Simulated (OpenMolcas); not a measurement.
# singlet [SiNHF3]+ at 6 levels

Aim: a comparison of 6 runs (HF/3-21G, B2PLYP/6-31G*, M06-L/6-31G*, PBE/6-31G*, SVWN5/6-31G*, B3LYP/6-31G*) of singlet [SiNHF3]+. 

The calculation is run with OpenMolcas 26.06.

1 further run of the same task is left out (set aside as unsound or not needed).

## Step 1: The structure to begin with

[SiNHF3]+ has 6 atoms, charge +1, and is taken as a singlet. As SMILES of the parent species, `[NH][Si](F)(F)F`. Geometry: relaxed at PBE0-D4/def2-TZVP. That shape belongs to the parent species and isn't relaxed for this state.

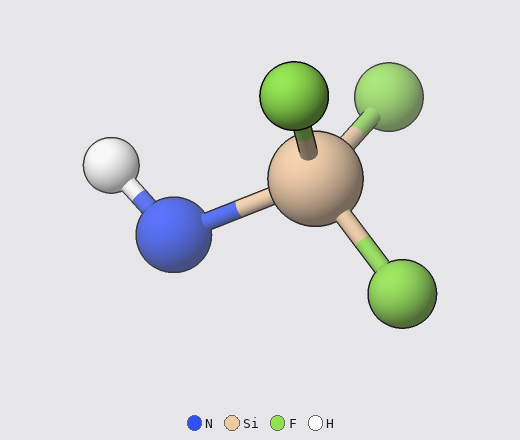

The structure, seen from a chosen angle (nitrogen blue, silicon light orange, fluorine green, hydrogen white).

## Step 2: The energy at HF/3-21G (run 1)

The input, run.input:

```
&gateway
  baslib
  $CurrDir
  coord
  6
  bohr
  N     -1.84153811     1.14252841     1.34907548
  Si     0.36585098    -0.16931946    -0.65403421
  F     -0.16459515     0.73245785    -3.42531757
  F      0.23262529    -3.13959098    -0.62398757
  F      3.12239448     0.67954551     0.06727425
  H     -1.63518002     0.63381414     3.19968427
  basis
  3-21G
  group
  NoSym

&seward

&scf
  charge
  1
  thresholds
  1e-10 1e-07 1e-07 1e-05
  prorbitals
  1
```

The basis set 3-21G is read from a file made from the Basis Set Exchange's data (not shown).

Run with:

```sh
$ export MOLCAS_MEM=1860
$ pymolcas run.input > run.log
```

Output:

```text
--- Start Module: gateway ---
[...]
--- Stop Module: gateway /rc=_RC_ALL_IS_WELL_ ---
--- Start Module: seward ---
[...]
      Basis functions           51
--- Stop Module: seward /rc=_RC_ALL_IS_WELL_ ---
--- Start Module: scf ---
[...]
       Convergence after  23 Iterations
[...]
::    Total SCF energy                               -638.5234381550
[...]
      Total spin, S                                     0.0000000000
[...]
      Total electronic charge=   48.000000
      Total            charge=    1.000000
[...]
      Dipole Moment (debye):
      Origin of the operator (angstrom)=    0.2298   -0.1107   -0.3802
                   X= -4.3030E+00               Y=  1.9700E+00               Z=  7.0013E+00           Total=  8.4508E+00
      Center of Charge (angstrom)
[...]
--- Stop Module: scf /rc=_RC_ALL_IS_WELL_ ---
[...]
```

Wall time 2.6 s (1 thread of Intel Xeon Platinum 8375C at 2.90GHz (Ice Lake), shared host); peak memory 0.38 GiB.

## Step 3: A single-point energy at B2PLYP/6-31G(d) (spherical functions) (run 2)

The input, run.input:

```
&GATEWAY
 BasLib=$CurrDir
 Coord
 6
 angstrom
 N       -0.974500       0.604600       0.713900
 Si       0.193600      -0.089600      -0.346100
 F       -0.087100       0.387600      -1.812600
 F        0.123100      -1.661400      -0.330200
 F        1.652300       0.359600       0.035600
 H       -0.865300       0.335400       1.693200
 Basis=6-31Gs
 Group=NoSym

&SEWARD
 GridInput
 Grid=UltraFine
 End of Grid

&SCF
 Charge=1
 KSDFT=B2PLYP_SCF
 Thresholds=1e-10 1e-07 1e-07 1e-05
 PrOrbitals=1

&MBPT2
 Frozen=9
```

The basis set 6-31G* is read from a file made from the Basis Set Exchange's data (not shown).

Run with:

```sh
$ export MOLCAS_MEM=1860
$ pymolcas run.input > run.log
```

Output:

```text
--- Start Module: gateway ---
[...]
--- Stop Module: gateway /rc=_RC_ALL_IS_WELL_ ---
[...]
      Basis functions           76
[...]
--- Start Module: scf ---
[...]
       Convergence after  22 Iterations
[...]
::    Total KS-DFT energy                            -643.3727762965
[...]
      Total spin, S                                     0.0000000000
[...]
      Total electronic charge=   48.000000
      Total            charge=    1.000000
[...]
      Dipole Moment (debye):
      Origin of the operator (angstrom)=    0.2298   -0.1107   -0.3802
                   X= -3.7840E+00               Y=  1.7548E+00               Z=  6.0644E+00           Total=  7.3604E+00
      Center of Charge (angstrom)
[...]
--- Stop Module: scf /rc=_RC_ALL_IS_WELL_ ---
[...]
--- Start Module: mbpt2 ---
[...]
 ###    WARNING: MP2 implementation intended for RHF references only         ###
 ###############################################################################
MBPT2 WARNING: Reference function according to RunFile:KS-DFT
I'll assume you know what you're doing and continue
WARNING!
Default frozen orbitals as non valence orbitals is overwritten by user input.
Default values:   6
[...]
       Reference weight ( Cref**2 )         =        0.77587
::    Total MBPT2 energy                             -644.2404109053
[...]
      Total MBPT2 calculations                           0.18      0.22
--- Stop Module: mbpt2 /rc=_RC_ALL_IS_WELL_ ---
[...]
```

Run time: 20 s. Hardware: 1 thread of Intel Xeon Platinum 8375C at 2.90GHz (Ice Lake), shared host; peak memory 0.43 GiB.

Runs 3 to 4 aren't shown in full; the table further down has their settings and results.

## Step 4: The energy at SVWN5/6-31G(d) (spherical functions) (run 5)

The input, job.inp:

```
&gateway
  baslib=$CurrDir
  coord
  6
  bohr
  N     -1.84153811     1.14252841     1.34907548
  Si     0.36585098    -0.16931946    -0.65403421
  F     -0.16459515     0.73245785    -3.42531757
  F      0.23262529    -3.13959098    -0.62398757
  F      3.12239448     0.67954551     0.06727425
  H     -1.63518002     0.63381414     3.19968427
  basis=6-31Gs
  group=NoSym

&seward
  gridinput
  Grid=UltraFine
  End of Grid

&scf
  charge=1
  ksdft=SVWN5
  thresholds=1e-10 1e-07 1e-07 1e-05
  prorbitals=1 2
```

The basis set 6-31G* is read from a file made from the Basis Set Exchange's data (not shown).

Run with:

```sh
$ export MOLCAS_MEM=1860
$ pymolcas job.inp > job.log
```

Output:

```text
--- Start Module: gateway ---
[...]
--- Stop Module: gateway /rc=_RC_ALL_IS_WELL_ ---
--- Start Module: seward ---
[...]
      Basis functions           76
--- Stop Module: seward /rc=_RC_ALL_IS_WELL_ ---
[...]
--- Start Module: scf ---
[...]
       Convergence after  67 Iterations
[...]
::    Total KS-DFT energy                            -640.5136503425
[...]
      Total spin, S                                     0.0000000000
[...]
      Total electronic charge=   48.000000
      Total            charge=    1.000000
[...]
      Dipole Moment (debye):
      Origin of the operator (angstrom)=    0.2298   -0.1107   -0.3802
                   X= -3.8099E+00               Y=  1.9616E+00               Z=  4.8503E+00           Total=  6.4722E+00
      Center of Charge (angstrom)
[...]
--- Stop Module: scf /rc=_RC_ALL_IS_WELL_ ---
[...]
```

Wall time 36 s (1 thread of Intel Xeon Platinum 8375C at 2.90GHz (Ice Lake), shared host); peak memory 0.43 GiB.

## Step 5: A single-point energy at B3LYP/6-31G(d) (Cartesian functions) (run 6)

The input, calc.inp:

```
* F3HNSi Kohn-Sham DFT
>>> EXPORT MOLCAS_PRINT=2
&GATEWAY
BasLib
$CurrDir
Coord
6
angstrom
N       -0.974500       0.604600       0.713900
Si       0.193600      -0.089600      -0.346100
F       -0.087100       0.387600      -1.812600
F        0.123100      -1.661400      -0.330200
F        1.652300       0.359600       0.035600
H       -0.865300       0.335400       1.693200
Basis
6-31Gs
Group
NoSym
&SEWARD
GridInput
Grid=UltraFine
End of Grid
&SCF
Charge
1
KSDFT
B3LYP
Thresholds
1e-10 1e-07 1e-07 1e-05
PrOrbitals
1
```

The basis set 6-31G* is read from a file made from the Basis Set Exchange's data (not shown).

Run with:

```sh
$ export MOLCAS_MEM=1860
$ pymolcas calc.inp > calc.log
```

Output:

```text
--- Start Module: gateway ---
[...]
--- Stop Module: gateway /rc=_RC_ALL_IS_WELL_ ---
--- Start Module: seward ---
[...]
      Basis functions           81
--- Stop Module: seward /rc=_RC_ALL_IS_WELL_ ---
[...]
--- Start Module: scf ---
[...]
       Convergence after  24 Iterations
[...]
::    Total KS-DFT energy                            -644.0289931843
[...]
      Total spin, S                                     0.0000000000
[...]
      Total electronic charge=   48.000000
      Total            charge=    1.000000
[...]
      Dipole Moment (debye):
      Origin of the operator (angstrom)=    0.2298   -0.1107   -0.3802
                   X= -2.8386E+00               Y=  1.2039E+00               Z=  5.1754E+00           Total=  6.0243E+00
      Center of Charge (angstrom)
[...]
--- Stop Module: scf /rc=_RC_ALL_IS_WELL_ ---
[...]
```

It took 24 s on 1 thread of Intel Xeon Platinum 8375C at 2.90GHz (Ice Lake), shared host; peak memory 0.45 GiB.

## Step 6: The series

```tsv
run	level	frozen core orbitals	integration grid	energy (Eh)	HOMO energy (eV)	LUMO energy (eV)	HOMO–LUMO gap (eV)	wall time
1	HF/3-21G	–	–	-638.523438	-23.44	-11.24	12.20	2.6 s
2	B2PLYP/6-31G* (spherical functions)	9	UltraFine	-643.607038	-20.05	-14.18	5.87	20 s
3	M06-L/6-31G* (spherical functions)	–	UltraFine	-643.969763	-16.86	-16.32	0.54	35 s
4	PBE/6-31G* (spherical functions)	–	UltraFine	-643.520294	-16.16	-16.09	0.07	38 s
5	SVWN5/6-31G* (spherical functions)	–	UltraFine	-640.513650	-16.44	-16.17	0.28	36 s
6	B3LYP/6-31G* (Cartesian functions)	–	UltraFine	-644.028993	-17.94	-15.87	2.07	24 s
```

## Step 7: Summary of results

| quantity | value |
| --- | --- |
| run 6: total energy | -644.02899 Eh |
| run 6: HOMO energy | -17.94 eV |
| run 6: LUMO energy | -15.87 eV |
| run 6: HOMO–LUMO gap | 2.07 eV |

What this shows: The HOMO–LUMO gap runs from 0.07 eV (PBE/6-31G*) to 12.20 eV (HF/3-21G). The two ends differ in method and basis. For B2PLYP the log adds the whole second-order term; the table takes 0.27 of it, as the functional is defined. Totals of different functionals can't be ranked against each other. All runs together took 2.6 min, the longest 38 s.
